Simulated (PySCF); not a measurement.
**Saddle-point search, with input and output: C5H10Si2**

The run: saddle-point search of C5H10Si2. Method and program: B3LYP-D3(BJ)/def2-SVP saddle search from the GFN2-xTB point and Hessian, gas phase (PySCF 2.14.0).

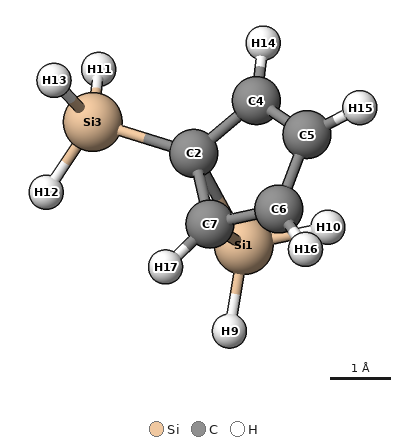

The starting structure (ball-and-stick view, seen at a tilt; atoms are numbered from 1 in the order of the input).

Results in brief:

```csv
quantity,value
outcome,converged
total energy,−775.225463 hartree
hardware,"1 CPU thread, shared host"
wall time,97 s
peak memory,0.64 GiB
```

Input:
```
{"job": {"xc": "B3LYP", "basis": "def2-SVP", "kind": "refine"}, "charge": 0, "multiplicity": 1}
Si    -0.946750    -1.290296    -0.669749
C     -0.114396     0.463306     0.158897
Si    -1.349266     1.545394     1.059507
C      0.820128     0.937578    -0.789104
C      1.932013     0.110181    -0.805071
C      1.755466    -0.904519     0.123671
C      0.493577    -0.746924     0.723690
H     -2.260830    -0.700537    -0.962896
H     -1.293982    -2.569788    -0.029093
H     -0.179083    -1.495869    -1.886907
H     -2.122354     2.338782     0.101260
H     -2.252300     0.699608     1.846920
H     -0.614489     2.437734     1.961361
H      0.674247     1.807701    -1.404795
H      2.792959     0.231856    -1.439260
H      2.450998    -1.696581     0.337323
H      0.214061    -1.167623     1.674248
```

The first line tells a small driver script what to run in PySCF; the rest is the geometry in Å.

Run as:
```bash
OMP_NUM_THREADS=1 python <driver script> task.json out
```

What the program printed:
```
step      E/eV     max force
  0    -21094.82588   0.6120
  1    -21094.93924   0.2665
  2    -21094.95767   0.1094
  3    -21094.95883   0.0753
  4    -21094.95927   0.0242
  5    -21094.95936   0.0223
  6    -21094.95932   0.0122
```

Trajectory as extended XYZ (Å, eV, eV/Å), 7 frames, from step=0 to step=6:
```
17
Properties=species:S:1:pos:R:3:forces:R:3 step=0 energy=-21094.82588
Si   -0.9468   -1.2903   -0.6697   -0.1400  -0.0580   0.0540
C    -0.1144    0.4633    0.1589   -0.2680   0.3450   0.3390
Si   -1.3493    1.5454    1.0595    0.3180  -0.3220  -0.3180
C     0.8201    0.9376   -0.7891   -0.2610   0.4090  -0.1320
C     1.9320    0.1102   -0.8051    0.4710   0.1190  -0.0360
C     1.7555   -0.9045    0.1237    0.1710  -0.3070   0.1200
C     0.4936   -0.7469    0.7237    0.2490   0.2290   0.3430
H    -2.2608   -0.7005   -0.9629   -0.5260   0.1890  -0.1170
H    -1.2940   -2.5698   -0.0291   -0.1690  -0.4580   0.1900
H    -0.1791   -1.4959   -1.8869    0.2210  -0.0790  -0.4450
H    -2.1224    2.3388    0.1013   -0.2570   0.2730  -0.3070
H    -2.2523    0.6996    1.8469   -0.3110  -0.2800   0.2520
H    -0.6145    2.4377    1.9614    0.1800   0.3180   0.3270
H     0.6742    1.8077   -1.4048   -0.1120   0.3980  -0.3890
H     2.7930    0.2319   -1.4393    0.3980   0.0290  -0.3680
H     2.4510   -1.6966    0.3373    0.3080  -0.4490   0.0710
H     0.2141   -1.1676    1.6742   -0.2720  -0.3570   0.4160
17
Properties=species:S:1:pos:R:3:forces:R:3 step=1 energy=-21094.93924
Si   -0.9681   -1.2971   -0.6478   -0.0010   0.0170   0.0590
C    -0.0836    0.4838    0.1751   -0.1630   0.1530   0.1450
Si   -1.3534    1.5474    1.0480    0.0940  -0.0980  -0.0550
C     0.8445    0.9555   -0.7895   -0.1160   0.2120  -0.0810
C     1.9623    0.1192   -0.8094    0.2160   0.0330  -0.0640
C     1.7832   -0.9073    0.1196    0.1210  -0.1630   0.0550
C     0.5267   -0.7328    0.7396    0.0270   0.0150   0.1960
H    -2.3073   -0.7032   -0.9034   -0.1920   0.0910  -0.0330
H    -1.2989   -2.5989   -0.0066   -0.0570  -0.1740   0.0810
H    -0.2222   -1.4894   -1.8978    0.0840  -0.0290  -0.1940
H    -2.0877    2.3788    0.0663   -0.0740   0.0830  -0.1150
H    -2.3112    0.6747    1.7747   -0.0850  -0.0850   0.0490
H    -0.6829    2.4333    2.0342    0.0400   0.0750   0.0790
H     0.6860    1.8179   -1.4286   -0.0460   0.1450  -0.1380
H     2.8167    0.2264   -1.4702    0.1390   0.0100  -0.1350
H     2.4706   -1.7231    0.3152    0.1040  -0.1640   0.0190
H     0.2254   -1.1852    1.6806   -0.0910  -0.1230   0.1310
17
Properties=species:S:1:pos:R:3:forces:R:3 step=2 energy=-21094.95767
Si   -0.9742   -1.2702   -0.6236   -0.0590   0.0080  -0.0270
C    -0.0589    0.4863    0.2021   -0.0630   0.0280   0.0560
Si   -1.3658    1.5386    1.0383    0.0110  -0.0380  -0.0090
C     0.8585    0.9596   -0.7818   -0.0150   0.0480  -0.0180
C     1.9758    0.1163   -0.8204    0.0630   0.0370  -0.0250
C     1.8070   -0.9162    0.1138   -0.0010  -0.0480   0.0410
C     0.5630   -0.7317    0.7621    0.0950   0.0060   0.0540
H    -2.3260   -0.6668   -0.8435   -0.0410   0.0170  -0.0270
H    -1.2970   -2.5797    0.0234   -0.0240  -0.0450   0.0270
H    -0.2624   -1.4624   -1.9038    0.0270  -0.0090  -0.0280
H    -2.0474    2.3733    0.0092    0.0000   0.0080   0.0170
H    -2.3685    0.6475    1.6973    0.0340   0.0310   0.0000
H    -0.7570    2.4237    2.0760   -0.0170  -0.0170  -0.0280
H     0.6861    1.8198   -1.4262   -0.0240   0.0440  -0.0490
H     2.8183    0.2144   -1.5045    0.0230   0.0070  -0.0310
H     2.4900   -1.7461    0.2870    0.0240  -0.0340   0.0140
H     0.2585   -1.2062    1.6948   -0.0330  -0.0440   0.0350
17
Properties=species:S:1:pos:R:3:forces:R:3 step=3 energy=-21094.95883
Si   -0.9763   -1.2768   -0.6299    0.0230   0.0000   0.0140
C    -0.0469    0.4985    0.2120   -0.0460   0.0500   0.0140
Si   -1.3678    1.5401    1.0377    0.0650   0.0310  -0.0220
C     0.8733    0.9714   -0.7651    0.0010   0.0060  -0.0040
C     1.9863    0.1161   -0.8099    0.0280  -0.0120  -0.0220
C     1.8039   -0.9276    0.1086    0.0230  -0.0310   0.0050
C     0.5549   -0.7393    0.7544   -0.0280  -0.0390   0.0350
H    -2.3202   -0.6511   -0.8526    0.0060   0.0080   0.0100
H    -1.3190   -2.5908    0.0033   -0.0070  -0.0170  -0.0040
H    -0.2576   -1.4575   -1.9100    0.0030  -0.0030  -0.0030
H    -2.1215    2.3072    0.0080    0.0000   0.0070  -0.0220
H    -2.3062    0.6465    1.7699   -0.0420  -0.0490   0.0370
H    -0.7665    2.4990    2.0109    0.0060  -0.0200  -0.0060
H     0.7090    1.8390   -1.4042   -0.0020   0.0120  -0.0100
H     2.8307    0.2142   -1.4938   -0.0050   0.0040   0.0060
H     2.4778   -1.7692    0.2751   -0.0250   0.0340  -0.0070
H     0.2461   -1.2197    1.6858    0.0010   0.0200  -0.0200
17
Properties=species:S:1:pos:R:3:forces:R:3 step=4 energy=-21094.95927
Si   -0.9761   -1.2781   -0.6304   -0.0030   0.0060   0.0020
C    -0.0542    0.4956    0.2053   -0.0020   0.0040   0.0010
Si   -1.3652    1.5395    1.0395    0.0080  -0.0180  -0.0140
C     0.8663    0.9684   -0.7736   -0.0110   0.0080  -0.0040
C     1.9830    0.1183   -0.8121    0.0060  -0.0010  -0.0040
C     1.8039   -0.9210    0.1131    0.0060  -0.0020   0.0020
C     0.5544   -0.7352    0.7567   -0.0030  -0.0040   0.0080
H    -2.3198   -0.6550   -0.8589   -0.0040   0.0000  -0.0020
H    -1.3196   -2.5910    0.0059    0.0000  -0.0020   0.0060
H    -0.2529   -1.4672   -1.9067    0.0030   0.0000  -0.0070
H    -2.1005    2.3308    0.0143   -0.0070   0.0090  -0.0060
H    -2.3198    0.6448    1.7569   -0.0060  -0.0030   0.0020
H    -0.7507    2.4697    2.0293    0.0040   0.0120   0.0140
H     0.6983    1.8320   -1.4181    0.0010  -0.0020   0.0030
H     2.8280    0.2175   -1.4944    0.0020  -0.0010  -0.0020
H     2.4816   -1.7567    0.2851    0.0040  -0.0070   0.0000
H     0.2433   -1.2125    1.6881    0.0020   0.0000   0.0000
17
Properties=species:S:1:pos:R:3:forces:R:3 step=5 energy=-21094.95936
Si   -0.9741   -1.2824   -0.6264    0.0090  -0.0080   0.0040
C    -0.0517    0.4991    0.2068   -0.0010   0.0120   0.0020
Si   -1.3662    1.5402    1.0383    0.0080   0.0120   0.0160
C     0.8663    0.9701   -0.7738    0.0050  -0.0070   0.0070
C     1.9826    0.1179   -0.8151    0.0030  -0.0040   0.0030
C     1.8045   -0.9211    0.1098   -0.0030  -0.0030  -0.0040
C     0.5543   -0.7350    0.7551   -0.0040   0.0110  -0.0190
H    -2.3164   -0.6574   -0.8585   -0.0010   0.0040   0.0070
H    -1.3203   -2.5922    0.0151   -0.0010  -0.0060  -0.0060
H    -0.2520   -1.4727   -1.9037    0.0000  -0.0030   0.0020
H    -2.0914    2.3444    0.0153   -0.0010  -0.0010  -0.0070
H    -2.3303    0.6440    1.7416    0.0000  -0.0030  -0.0010
H    -0.7587    2.4622    2.0430   -0.0030  -0.0110  -0.0110
H     0.6985    1.8341   -1.4174   -0.0010   0.0040  -0.0020
H     2.8263    0.2166   -1.4993   -0.0010  -0.0010   0.0010
H     2.4811   -1.7586    0.2802   -0.0040   0.0070  -0.0030
H     0.2474   -1.2092    1.6890   -0.0040  -0.0040   0.0100
17
Properties=species:S:1:pos:R:3:forces:R:3 step=6 energy=-21094.95932
Si   -0.9761   -1.2788   -0.6279   -0.0020   0.0010   0.0000
C    -0.0538    0.4955    0.2060    0.0000  -0.0030  -0.0010
Si   -1.3654    1.5396    1.0385   -0.0020  -0.0010  -0.0050
C     0.8652    0.9682   -0.7745    0.0000   0.0020  -0.0020
C     1.9825    0.1186   -0.8141   -0.0020   0.0010  -0.0010
C     1.8053   -0.9202    0.1122    0.0010   0.0010   0.0000
C     0.5564   -0.7347    0.7574    0.0000  -0.0070   0.0100
H    -2.3207   -0.6564   -0.8554    0.0020  -0.0020  -0.0030
H    -1.3182   -2.5912    0.0109    0.0000   0.0030   0.0030
H    -0.2538   -1.4695   -1.9049   -0.0010   0.0020  -0.0010
H    -2.0892    2.3423    0.0128    0.0010  -0.0010   0.0020
H    -2.3306    0.6451    1.7423   -0.0010   0.0000   0.0010
H    -0.7546    2.4603    2.0405    0.0010   0.0030   0.0020
H     0.6956    1.8314   -1.4190    0.0010  -0.0010   0.0000
H     2.8265    0.2175   -1.4979    0.0000   0.0010   0.0000
H     2.4837   -1.7558    0.2834    0.0000  -0.0010   0.0010
H     0.2471   -1.2119    1.6896    0.0020   0.0040  -0.0060
```

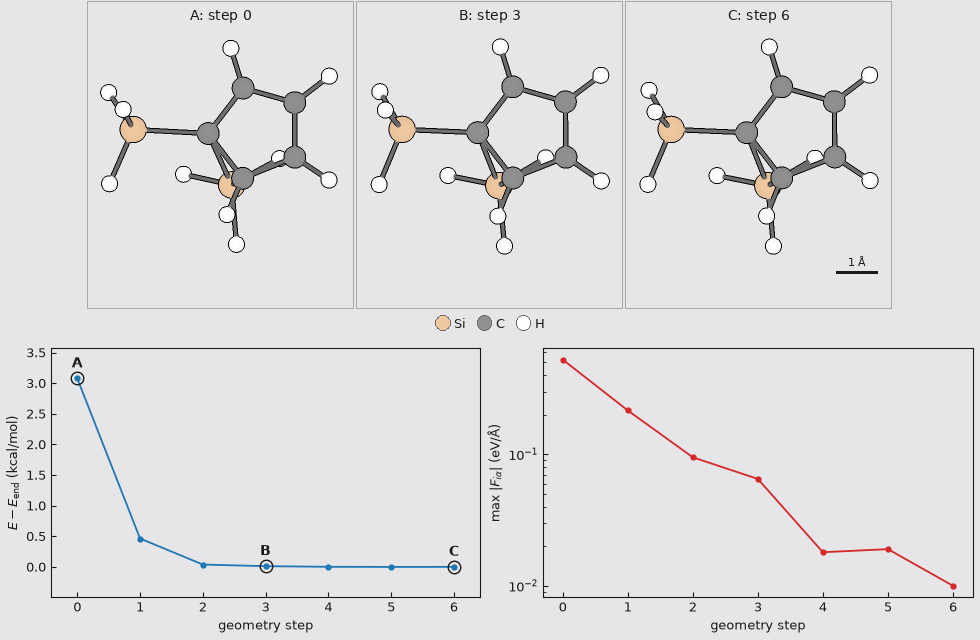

Frames of the saddle-point search (ball-and-stick view, seen at a tilt) above the curves, on which the letters mark them (steps are counted from 0).

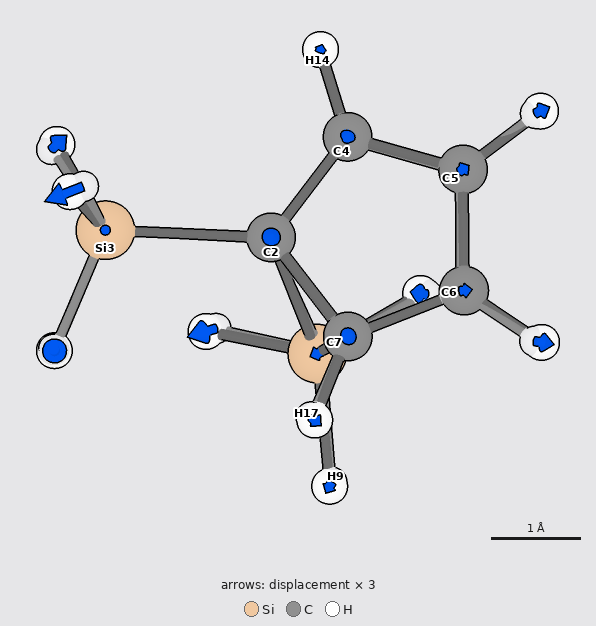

Start (faint) and end (solid) with the displacements as blue arrows, magnified 3 times (ball-and-stick view, seen at a tilt). The two geometries are laid on each other by the best rigid fit. The atom that moves furthest after the best rigid fit is H13 (0.16 Å). By element the largest moves are H 0.16 Å, C 0.08 Å, Si 0.05 Å. Distances before and after: Si1–C7 2.076 → 2.136 Å, Si1–C2 2.111 → 2.167 Å, Si1–H8 1.470 → 1.499 Å, Si3–H12 1.467 → 1.492 Å. Among the angles that change: Si1–C2–Si3 114.1° → 109.3°, Si1–C7–H17 108.1° → 103.8°, C2–Si3–H13 108.5° → 110.9°. Over 6 geometry steps the energy falls by 3.08 kcal/mol. Largest force component: 0.53 eV/Å at the start, 0.01 eV/Å at the end. (Atoms are counted from 1 in the order of the input.)
